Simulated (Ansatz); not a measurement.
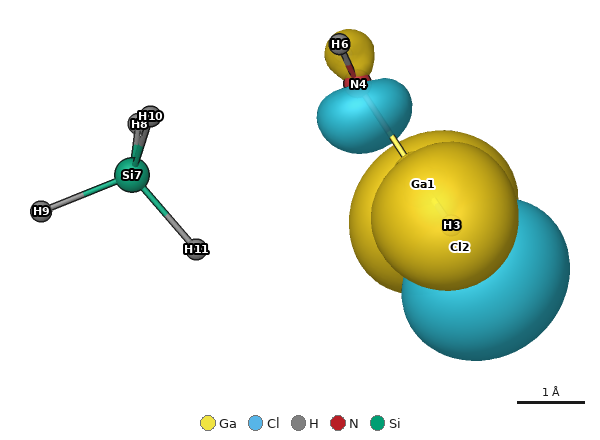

*ClGaH3N···SiH4. The HOMO−1 at ±0.08 Å⁻³ᐟ² (yellow and cyan are the two phases), seen across its widest extent.*

Level of theory: Ansatz 0.2.0, RHF/def2-SVP.

Input

```
crystal:
  periodic: [false, false, false]
  atoms:
    - { symbol: Ga, position_ang: [0.026373, -0.32544, -0.071033] }
    - { symbol: Cl, position_ang: [-0.134297, -1.059689, 2.015627] }
    - { symbol: H, position_ang: [1.437243, -0.048961, -0.657836] }
    - { symbol: "N", position_ang: [-1.534473, -0.156203, -0.951511] }
    - { symbol: H, position_ang: [-2.425955, -0.375076, -0.550759] }
    - { symbol: H, position_ang: [-1.620195, 0.117999, -1.910286] }
    - { symbol: Si, position_ang: [-0.407848, 2.913375, 1.278688] }
    - { symbol: H, position_ang: [-1.8265, 3.154927, 0.921289] }
    - { symbol: H, position_ang: [-0.038984, 3.714332, 2.475384] }
    - { symbol: H, position_ang: [0.464098, 3.299817, 0.135633] }
    - { symbol: H, position_ang: [-0.203563, 1.488819, 1.580105] }
basis:
  gaussian: { orbitals: def2-SVP }
hamiltonian:
  xc: hf
relax:
  f_tol: 0.03
  max_steps: 50
output:
  orbitals: {}
```

Command:

```sh
ansatz run input.yaml --threads 2 --pin off --max-ram 3072MiB --backend cpu --events-out ev --progress --plain --runs-dir out
```

The fields are those of the run's last geometry, not of the input's.

### Where does this orbital lie, and at what energy?

By Hirshfeld shares it lies mainly on Cl2 (about 75 %), Ga1 (about 10 %) and H3 (about 10 %); largely a lone pair of Cl2. Its energy is −11.79 eV.
